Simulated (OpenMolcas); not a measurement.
Run report: NH$_{3}$, single-point calculation

NH$_{3}$, multiplicity 3, computed with CASPT2/STO-3G (OpenMolcas 26.06).

The geometry is that of the parent species in another charge or spin state. The geometry comes from this level: GFN2-xTB.

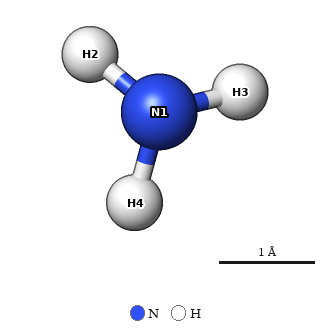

Fig. 1: The structure (ball-and-stick view, seen on its broad side; atoms are numbered from 1 in the order of the input).

**Input file**
```
&GATEWAY
BasLib=$CurrDir
BasisSet
N.STO-3G....
N1 -0.068160 0.242830 0.108060 angstrom
End of Basis
BasisSet
H.STO-3G....
H2 0.491930 -0.300470 0.753380 angstrom
H3 -0.891960 -0.300620 -0.118350 angstrom
H4 0.468190 0.358250 -0.743090 angstrom
End of Basis
&SEWARD
&RASSCF
FileOrb=$CurrDir/step2.RasOrb
Spin=3
Nactel=2 0 0
Inactive=4
Ras2=2
OrbListing=Nothing
OrbAppear=Compact
&CASPT2
Imaginary=0.1
Frozen=1
```

Machine: 1 thread of Intel Xeon (Sapphire Rapids), 16 GiB of memory available, shared host.

Launch command:
```bash
export MOLCAS_MEM=1860
pymolcas step3.inp > step3.log
```

**Output**
```
--- Start Module: gateway ---

                                              &GATEWAY

                       available to each process: 1.9 GB of memory, 1 thread

 Basis Set     1 Label: N.STO-3G....
 Basis set is read from library:.
 basistype.tbl is not found

 Basis Set     2 Label: H.STO-3G....
 Basis set is read from library:.
 basistype.tbl is not found

++    Symmetry information:
      ---------------------

                    Character Table for C1

                             E
                    a        1  x, y, xy, Rz, z, xz, Ry, yz, Rx, I
--

++    Basis set information:
      ----------------------

      Basis set label: N.STO-3G.........

      Electronic valence basis set:
      ------------------
      Associated Effective Charge   7.000000 au
      Associated Actual Charge      7.000000 au
      Nuclear Model: Point charge

      Shell  nPrim  nBasis  Cartesian Spherical Contaminant
         s       6       2        X
         p       3       1        X

      Basis set label: H.STO-3G.........

      Electronic valence basis set:
      ------------------
      Associated Effective Charge   1.000000 au
      Associated Actual Charge      1.000000 au
      Nuclear Model: Point charge

      Shell  nPrim  nBasis  Cartesian Spherical Contaminant
         s       3       1        X
--

++    Molecular structure info:
      -------------------------

                    ************************************************
                    **** Cartesian Coordinates / bohr, angstrom ****
                    ************************************************

     Center  Label                x              y              z                     x              y              z
        1      N1              -0.128804       0.458882       0.204204             -0.068160       0.242830       0.108060
        2      H2               0.929613      -0.567806       1.423682              0.491930      -0.300470       0.753380
        3      H3              -1.685560      -0.568089      -0.223649             -0.891960      -0.300620      -0.118350
        4      H4               0.884751       0.676994      -1.404237              0.468190       0.358250      -0.743090

                    ***************************************
                    *    InterNuclear Distances / bohr    *
                    ***************************************

               1 N1            2 H2            3 H3            4 H4
    1 N1       0.000000
    2 H2       1.913495        0.000000
    3 H3       1.913431        3.090765        0.000000
    4 H4       1.913621        3.090091        3.090391        0.000000

                    *******************************************
                    *    InterNuclear Distances / angstrom    *
                    *******************************************

               1 N1            2 H2            3 H3            4 H4
    1 N1       0.000000
    2 H2       1.012578        0.000000
    3 H3       1.012544        1.635563        0.000000
    4 H4       1.012645        1.635206        1.635365        0.000000

                    **************************************
                    *    Valence Bond Angles / degree    *
                    **************************************
                          Atom centers                 Phi
                      2 H2       1 N1       3 H3       107.73
                      2 H2       1 N1       4 H4       107.69
                      3 H3       1 N1       4 H4       107.71
--

            Nuclear Potential Energy             11.94530687 au

--- Stop Module: gateway /rc=_RC_ALL_IS_WELL_ ---

--- Start Module: seward ---

                                              &SEWARD

                       available to each process: 1.9 GB of memory, 1 thread

               SEWARD will generate:
                  Multipole Moment integrals up to order  2
                  Kinetic Energy integrals
                  Nuclear Attraction integrals (point charge)
                  One-Electron Hamiltonian integrals
                  Velocity integrals
                  Orbital angular momentum around ( -0.0983   0.3502   0.1559 )
                  Velocity quadrupole around ( -0.0983   0.3502   0.1559 )
                  Two-Electron Repulsion integrals

                   Integrals are discarded if absolute value <: 1.00E-14
                   Integral cutoff threshold is set to       <: 1.00E-16

            Nuclear Potential Energy             11.94530687 au

      Basis set specifications :
      Symmetry species         a
      Basis functions            8

--- Stop Module: seward /rc=_RC_ALL_IS_WELL_ ---

--- Start Module: rasscf ---

                                              &RASSCF

                       available to each process: 1.9 GB of memory, 1 thread

      Header of the ONEINT file:
      --------------------------

      OrdInt status: non-squared

      Cartesian coordinates in angstrom:
      -----------------------------------------------------
      No.  Label        X            Y            Z
      -----------------------------------------------------
       1   N1        -0.06816000   0.24283000   0.10806000
       2   H2         0.49193000  -0.30047000   0.75338000
       3   H3        -0.89196000  -0.30062000  -0.11835000
       4   H4         0.46819000   0.35825000  -0.74309000
      -----------------------------------------------------
      Nuclear repulsion energy =   11.94530687

++    Wave function specifications:
      -----------------------------

      Number of closed shell electrons           8
      Number of electrons in active shells       2
      Max number of holes in RAS1 space          0
      Max nr of electrons in RAS3 space          0
      Number of inactive orbitals                4
      Number of active orbitals                  2
      Number of secondary orbitals               2
      Spin quantum number                      1.0
      State symmetry                             1
--

++    Orbital specifications:
      -----------------------

      Symmetry species                           1
                                                 a
      Frozen orbitals                            0
      Inactive orbitals                          4
      Active orbitals                            2
      RAS1 orbitals                              0
      RAS2 orbitals                              2
      RAS3 orbitals                              0
      Secondary orbitals                         2
      Deleted orbitals                           0
      Number of basis functions                  8
--

++    CI expansion specifications:
      ----------------------------

      Number of CSFs                             1
      Number of determinants                     1
      Number of root(s) required                 1
      Root chosen for geometry opt.              1
      CI root used                               1

      highest root included in the CI            1
      max. size of the explicit Hamiltonian      1
--

++    Optimization specifications:
      ----------------------------

      RASSCF algorithm: Conventional
      Maximum number of macro iterations       200
      Maximum number of SX iterations          100
      Threshold for RASSCF energy            1.000E-08
      Threshold for max MO rotation          1.000E-01
      Threshold for max BLB element          1.000E-04
      Level shift parameter                  5.000E-01
      Make Quasi-Newton update
--

      The MO-coefficients are taken from the file:
      step2.RasOrb
      Title: RASSCF average (pseudo-natural) orbitals

      Total molecular charge    0.00

      ************************************************************************************************************************
      *                                            Wave function control section                                             *
      ************************************************************************************************************************

                                         RASSCF iterations: Energy and convergence statistics
                                         ----------------------------------------------------

          iter iter root      energy       change     param      element    value   shift minimum  type update hh:mm:ss
 Nr of preliminary CI iterations:   1
        1   1    3    1   -54.98304840    0.00E+00   5.26E-06    6   8 1 -2.62E-06   0.27   0.00    SX    NO    0:00:00
        2   1    3    1   -54.98304840   -3.88E-11   5.03E-06    6   8 1 -2.51E-06   0.27   0.00    SX    NO    0:00:00
        3   1    3    1   -54.98304840   -3.33E-11   4.81E-06    6   8 1 -2.40E-06   0.27   0.00    SX    NO    0:00:00
        4   1    3    1   -54.98304840   -3.00E-11   4.60E-06    6   8 1 -2.29E-06   0.27   0.00    SX    NO    0:00:00
      Convergence after  4 iterations
        5   1    3    1   -54.98304840   -2.73E-11   4.60E-06    6   8 1 -2.19E-06   0.27   0.00    SX    NO    0:00:00

      ************************************************************************************************************************
                                                      Wave function printout:
                       occupation of active orbitals, and spin coupling of open shells (u,d: Spin up or down)
      ************************************************************************************************************************

      Note: transformation to natural orbitals
      has been made, which may change the order of the CSFs.

      printout of CI-coefficients larger than  0.05 for root  1
      energy=     -54.983048
      conf/sym  11     Coeff  Weight
             1  uu   1.00000 1.00000

      Natural orbitals and occupation numbers for root  1
      sym 1:   1.000000   1.000000

      ************************************************************************************************************************
      *                                                    Final results                                                     *
      ************************************************************************************************************************

++    Final optimization conditions:
      ------------------------------

      Average CI energy                             -54.98304840
      RASSCF energy for state  1                    -54.98304840
      Super-CI energy                                -0.00000000
      RASSCF energy change                           -0.00000000
      Max change in MO coefficients               5.330E-06
      Max non-diagonal density matrix element     4.600E-06
      Maximum BLB matrix element                 -2.192E-06
      (orbital pair   6,   8 in symmetry   1)
      Norm of electronic gradient            2.861E-06
--

      Final state energy(ies):
      ------------------------

::    RASSCF root number  1 Total energy:    -54.98304840
      Von Neumann Entropy (Root   1) =  1.00000

      Mulliken population analysis for root number:  1
      -----------------------------------------------

++    Molecular charges:
      ------------------

      Mulliken charges per centre
      ---------------------------

                N1      H2      H3      H4
      Total    7.1162  0.9612  0.9613  0.9613

      N-E     -0.1162  0.0388  0.0387  0.0387

      Total electronic charge=   10.000000

      Total            charge=   -0.000000
--

      Expectation values of various properties for root number:  1
      -----------------------------------------------------------

++    Molecular properties:
      ---------------------

      Charge (e):
                      =   -0.0000
      Dipole Moment (debye):
      Origin of the operator (angstrom)=   -0.0520    0.1853    0.0825
                   X= -5.2799E-02               Y=  1.8974E-01               Z=  8.5358E-02           Total=  2.1465E-01
      Quadrupole Moment (debye*angstrom):
      Origin of the operator (angstrom)=   -0.0520    0.1853    0.0825
                  XX= -7.4723E+00              XY= -1.3931E-01              XZ= -6.1313E-02              YY= -7.0153E+00
                  YZ=  2.2023E-01              ZZ= -7.4131E+00
      In traceless form (debye*angstrom)
                  XX= -2.5812E-01              XY= -2.0896E-01              XZ= -9.1970E-02              YY=  4.2739E-01
                  YZ=  3.3034E-01              ZZ= -1.6927E-01
--

      Mulliken spin population analysis for root number:  1
      ---------------------------------------------------

++    Molecular charges:
      ------------------

      Mulliken spin population per centre
      ---------------------------

                N1      H2      H3      H4
      Total    1.2823  0.2391  0.2393  0.2393

      Total electronic spin=    2.000000
--

      Average orbitals are written to the RASORB file
      Natural orbitals for root   1 are written to the RASORB.1 file
      Spin density orbitals for root   1 are written to the SPDORB.1 file

--- Stop Module: rasscf /rc=_RC_ALL_IS_WELL_ ---

--- Start Module: caspt2 ---

                                              &CASPT2

                       available to each process: 1.9 GB of memory, 1 thread

 ###############################################################################
 ###    WARNING: User changed nr of frozen orbitals.                         ###
 ###############################################################################

++    Wave function specifications:
      -----------------------------

      Number of closed shell electrons           6
      Number of electrons in active shells       2
      Max number of holes in RAS1 space          0
      Max number of electrons in RAS3 space      0
      Number of inactive orbitals                3
      Number of active orbitals                  2
      Number of secondary orbitals               2
      Spin quantum number                      1.0
      State symmetry                             1
      Number of CSFs                             1
      Number of CASSCF root(s) available         1
      CASPT2 state passed to geometry opt.       1
      A file JOBMIX will be created
      This is a high spin open shell RHF reference function
--

++    Orbital specifications:
      -----------------------

      Symmetry species                           1
                                                 a
      Frozen orbitals                            1
      Inactive orbitals                          3
      Active orbitals                            2
      Secondary orbitals                         2
      Deleted orbitals                           0
      Number of basis functions                  8
--

++    CASPT2 specifications:
      ----------------------

      Type of calculation                        SS-CASPT2
      Fock operator                              state-specific
      IPEA shift                                 0.25
      Real shift                                 0.00
      Imaginary shift                            0.10
      The input orbitals will be transformed to quasi-canonical
--

--------------------------------------------------------------------------------
 Estimated memory requirements:
  POLY3 :                   250042
  RHS:                      250230
  SIGMA :                   250192
  PRPCTL:                        0
 Available workspace:    232492061

++ CASPT2 computation for group   1

********************************************************************************
 Multi-State initialization phase begins for group   1
--------------------------------------------------------------------------------
********************************************************************************
 Compute H0 matrices for state    1
--------------------------------------------------------------------------------
--------------------------------------------------------------------------------
 H0 matrices have been computed.

********************************************************************************
  CASPT2 EQUATION SOLUTION
--------------------------------------------------------------------------------

  Total nr of CASPT2 parameters:
   Before reduction:         200
   After  reduction:         125

 Variance of |WF0>:       0.0975304997

 The contributions to the second order correlation energy in atomic units.
-----------------------------------------------------------------------------------------------------------------------------
  IT.      VJTU        VJTI        ATVX        AIVX        VJAI        BVAT        BJAT        BJAI        TOTAL       RNORM
-----------------------------------------------------------------------------------------------------------------------------
   1    -0.000000   -0.000000   -0.000000   -0.002888   -0.009337   -0.000000   -0.006507   -0.021431   -0.040164    0.000147
   2    -0.000000   -0.000000   -0.000000   -0.002889   -0.009344   -0.000000   -0.006510   -0.021431   -0.040174    0.000001
-----------------------------------------------------------------------------------------------------------------------------

  FINAL CASPT2 RESULT:

      Reference energy:         -54.9830484048
      E2 (Non-variational):      -0.0401744455
      Shift correction:          -0.0000829263
      E2 (Variational):          -0.0402573718
      Total energy:             -55.0233057766
      Residual norm:              0.0000000291
      Reference weight:           0.98276

      Contributions to the CASPT2 correlation energy
      Active & Virtual Only:         -0.0000000000
      One Inactive Excited:          -0.0093989883
      Two Inactive Excited:          -0.0307754572

++ Denominators, etc.
--------------------------------------------------------------------------------------------------------------
 Report on small energy denominators, large coefficients, and large energy contributions.
CASE  SYMM ACTIVE-MIX  NON-ACTIVE INDICES          DENOMINATOR     RHS VALUE       COEFFICIENT     CONTRIBUTION
VJAIP    1  Mu1.0002  Se1.008 In1.003 In1.002       2.96526480      0.08082117     -0.02765616     -0.00223520
VJAIP    1  Mu1.0002  Se1.007 In1.004 In1.002       2.96494027     -0.08082174      0.02765924     -0.00223547
BJATP    1  Mu1.0001  In1.003 Se1.008 Se1.007       1.64227533      0.05732851     -0.03487350     -0.00199925
BJAIP    1  Se1.008 In1.003 Se1.008 In1.003         2.56864346      0.13216177     -0.05137404     -0.00678968
BJAIP    1  Se1.007 In1.003 Se1.008 In1.004         2.56831894     -0.09609998      0.03736090     -0.00359038
BJAIP    1  Se1.007 In1.004 Se1.007 In1.004         2.56799442      0.13217352     -0.05139161     -0.00679261
--

   (Skipping property calculation,
    use PROP keyword to activate)
--

  Total CASPT2 energies:
::    CASPT2 Root  1     Total energy:    -55.02330578

  A NEW JOBIPH FILE NAMED 'JOBMIX' IS PREPARED.
********************************************************************************
--- Stop Module: caspt2 /rc=_RC_ALL_IS_WELL_ ---

.##################.
.# Happy landing! #.
.##################.

    Timing: Wall=1.48 User=1.11 System=0.30
```

**Results in brief**

| quantity | value |
| --- | --- |
| outcome | converged |
| total energy | −55.023306 hartree |
| CASSCF energy | −54.983048 hartree |
| basis functions | 8 |
| wall time | 1.7 s |
| peak memory | 0.37 GiB |
